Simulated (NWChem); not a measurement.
# KF (SMILES [F][K]): levels of theory compared

Wanted: a comparison of 6 runs (HF/def2-TZVPP, BHLYP/def2-TZVPP, PBE0/def2-TZVPP, SVWN5/def2-TZVPP, r2SCAN/def2-TZVPP, CCSD(T)/def2-TZVPP) of KF. 

The results are computed with NWChem 7.3.0.

5 further runs of the same task are left out: 5 that didn't finish.

**1. The structure to begin with**

KF has 2 atoms, charge 0, and is taken as a singlet. SMILES: `[F][K]`. The F1–K2 distance was set to 3.939 Å, away from the relaxed value.

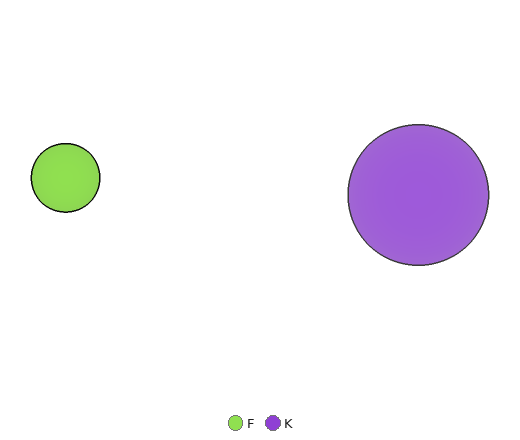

Viewed from a chosen angle; fluorine green, potassium purple.

**2. The energy at HF/def2-TZVPP (run 1)**

Input file run.nw:

```
start run
title "FK hf"
memory stack 880 mb heap 220 mb global 1100 mb
charge 0

geometry noautosym nocenter noautoz
  F     2.436278   -0.894086    1.219769
  K    -0.916600    0.302200   -0.466300
end

basis "ao basis" spherical bse
  * library def2-TZVPP
end

scf
  thresh 1e-08
  maxiter 80
  print low
end

task scf energy
```

Run with:

```
$ nwchem run.nw > run.out
```

The program printed:

```text
[...]
  functions       =    64
[...]
  wavefunction    = RHF
[...]
         Total SCF energy =   -698.591052115284
      One-electron energy =  -1011.246770578276
      Two-electron energy =    289.683057070343
 Nuclear repulsion energy =     22.972661392649
        Time for solution =      4.6s
 Task  times  cpu:        4.8s     wall:        4.8s
[...]
```

Run time: 5.4 s. Hardware: 1 thread of Intel Xeon Platinum 8488C (Sapphire Rapids), shared host; peak memory 0.1 GiB.

**3. A single-point energy at BHLYP/def2-TZVPP (run 2)**

Input file nw.nw:

```
START nw
TITLE "FK"
memory stack 880 mb heap 220 mb global 1100 mb

GEOMETRY units atomic noautosym nocenter noautoz
  F      4.60389818    -1.68957767     2.30502935
  K     -1.73212297     0.57107523    -0.88117929
END

BASIS "ao basis" spherical bse
  F library def2-TZVPP
  K library def2-TZVPP
END

DFT
  xc bhlyp
  grid xfine
  convergence energy 1e-08
  iterations 100
  mulliken
  print low
END

TASK dft energy
```

Run with:

```
$ nwchem nw.nw > nw.out
```

The program printed:

```text
[...]
 d= 0,ls=0.0,diis     1   -699.6391303299 -7.23D+02  6.69D-02  9.16D-01     1.1
[...]
 d= 0,ls=0.5,diis    39   -699.7404302403 -8.20D-09  1.87D-06  2.35D-08    26.5
         Total DFT energy =     -699.740430245576
      One electron energy =    -1011.245676628258
           Coulomb energy =      332.528934969421
    Exchange-Corr. energy =      -43.996348326281
 Nuclear repulsion energy =       22.972659739542
[...]
      Total Density - Mulliken Population Analysis
     ---------------------------------------------
    Atom       Charge   Shell Charges
 -----------   ------   -------------------------------------------------------
    1 F    9     9.87   0.77  1.20  0.62  0.92  0.48  2.27  2.05  1.56  0.00  0.00  0.00
    2 K   19    18.13   2.00  2.00  1.19  0.80  0.08 -0.01  5.99  4.62  1.38  0.05  0.00  0.00  0.04
[...]
```

Wall time 28 s (1 thread of Intel Xeon Platinum 8488C (Sapphire Rapids), shared host); peak memory 0.12 GiB.

**4. A single-point energy at PBE0/def2-TZVPP (run 3)**

Input file run.py:

```python
from ase import Atoms
from ase.calculators.nwchem import NWChem

molecule = Atoms(['F', 'K'], positions=[
    [2.436278, -0.894086, 1.219769],
    [-0.916600, 0.302200, -0.466300],
])

calc = NWChem(
    label='fk',
    theory='dft',
    memory='2200 mb',
    basis='def2-TZVPP',
    basispar='spherical bse',
    dft={'xc': 'pbe0', 'mult': '1', 'grid': 'xfine', 'convergence': 'energy 1e-08', 'iterations': '100', 'mulliken': None},
    task='energy',
)
molecule.calc = calc

print(f"energy = {molecule.get_potential_energy():.6f} eV")
print("dipole (e A):", molecule.get_dipole_moment().round(4))
```

Run with:

```
$ export ASE_NWCHEM_COMMAND="nwchem PREFIX.nwi > PREFIX.nwo"
$ python run.py
```

The program printed:

```text
energy = -19034.460570 eV
dipole (e A): [-2.895   1.0329 -1.4558]
```

The calculator wrote fk.nwi:

```
title "fk"

permanent_dir fk

scratch_dir fk

start fk

geometry units angstrom nocenter noautosym noautoz
  F  2.4362780000000002e+00 -8.9408600000000005e-01 1.2197690000000001e+00
  K  -9.1659999999999997e-01 3.0220000000000002e-01 -4.6629999999999999e-01
end

memory 2200 mb

basis spherical bse noprint
   * library def2-TZVPP
end

dft
  xc pbe0
  mult 1
  grid xfine
  convergence energy 1e-08
  iterations 100
  mulliken
end

task dft energy
```

fk.nwo:

```text
Northwest Computational Chemistry Package (NWChem) 7.3.0
             --------------------------------------------------------

           Job information
           ---------------

    nwchem branch   = 7.3.0
    use scalapack   = T
    input           = fk.nwi
    prefix          = fk.
    data base       = fk/fk.db
    status          = startup
    nproc           =        1

           Memory information
           ------------------

[... 5 lines left out ...]
    hardfail = no
[... 79 lines left out ...]
          Convergence on energy requested:  1.00D-08
[... 24 lines left out ...]
          Convergence Information
[... 30 lines left out ...]
 1-e energy   =   -1008.982653
[... 49 lines left out ...]
      One electron energy =    -1011.098714762705
[... 8 lines left out ...]
                       DFT Final Molecular Orbital Analysis
[... 508 lines left out ...]
     Multipole analysis of the density
     ---------------------------------

     L   x y z        total         alpha         beta         nuclear
     -   - - -        -----         -----         ----         -------
     0   0 0 0     -0.000000    -14.000000    -14.000000     28.000000

     1   1 0 0     -5.470837     -6.997792     -6.997792      8.524747
[... 8 lines of this table left out ...]
     2   0 0 2    -15.759961    -39.165728    -39.165728     62.571495

 Task  times  cpu:        7.6s     wall:        7.6s
 Total times  cpu:        7.6s     wall:        7.6s
```

It took 8.7 s on 1 thread of Intel Xeon Platinum 8488C (Sapphire Rapids), shared host; peak memory 0.12 GiB.

Runs 4 to 5 aren't shown in full; the table further down has their settings and results.

**5. A single-point energy at CCSD(T)/def2-TZVPP (run 6)**

Input file fk.nw:

```
start fk
title "FK energy"
memory 2200 mb

geometry units atomic noautosym nocenter noautoz
F   4.60389818 -1.68957767  2.30502935
K  -1.73212297  0.57107523 -0.88117929
end

basis spherical bse
* library def2-TZVPP
end

scf
singlet
rhf
thresh 1e-08
maxiter 80
print medium
end

ccsd
freeze core 6
maxiter 60
end

task ccsd(t) energy
```

Run with:

```
$ nwchem fk.nw > fk.out
```

The program printed:

```text
[...]
  functions       =    64
[...]
  wavefunction    = RHF
[...]
         Total SCF energy =   -698.591052104315
      One-electron energy =  -1011.246767183329
      Two-electron energy =    289.683055339472
 Nuclear repulsion energy =     22.972659739542
        Time for solution =      4.7s
[...]
 Total MP2 energy:           -699.019555663293545
[...]
             energy      energy      error      ampl     ampl      Block
                                                time     time      time
[...]
 Total CCSD energy:           -699.028077955746653
[...]
 Total CCSD+T(CCSD) energy:           -699.038304149245505
[...]
 Total CCSD(T) energy:                -699.037089174054699
[...]
```

Run time: 36 s. Hardware: 1 thread of Intel Xeon Platinum 8488C (Sapphire Rapids), shared host; peak memory 0.14 GiB.

**6. The series**

```
run               level  iteration cap   module  energy (Eh)  wall time
  1       HF/def2-TZVPP             80      scf  -698.591052      5.4 s
  2    BHLYP/def2-TZVPP            100      dft  -699.740430       28 s
  3     PBE0/def2-TZVPP            100      dft  -699.503530      8.7 s
  4    SVWN5/def2-TZVPP            100      dft  -697.406584       26 s
  5   r2SCAN/def2-TZVPP            100      dft  -699.694945       15 s
  6  CCSD(T)/def2-TZVPP             80  ccsd(t)  -699.037089       36 s
```

**7. Outcome**

```
                                          quantity          value
                               run 6: total energy  -699.03709 Eh
        run 6: HOMO energy (Hartree–Fock orbitals)       -8.17 eV
        run 6: LUMO energy (Hartree–Fock orbitals)       -0.95 eV
      run 6: HOMO–LUMO gap (Hartree–Fock orbitals)        7.22 eV
run 6: correlation energy (6 core orbitals frozen)     -446.0 mEh
                             run 6: (T) correction      -9.01 mEh
```

Over runs 3, 4, 5 the dipole moment (its size) runs from 14.63 D (SVWN5/def2-TZVPP) to 16.34 D (PBE0/def2-TZVPP). Over runs 3, 4, 5 the HOMO–LUMO gap runs from 0.19 eV (SVWN5/def2-TZVPP) to 1.63 eV (PBE0/def2-TZVPP). Totals of different functionals can't be ranked against each other. All runs together took 2 min, the longest 36 s.
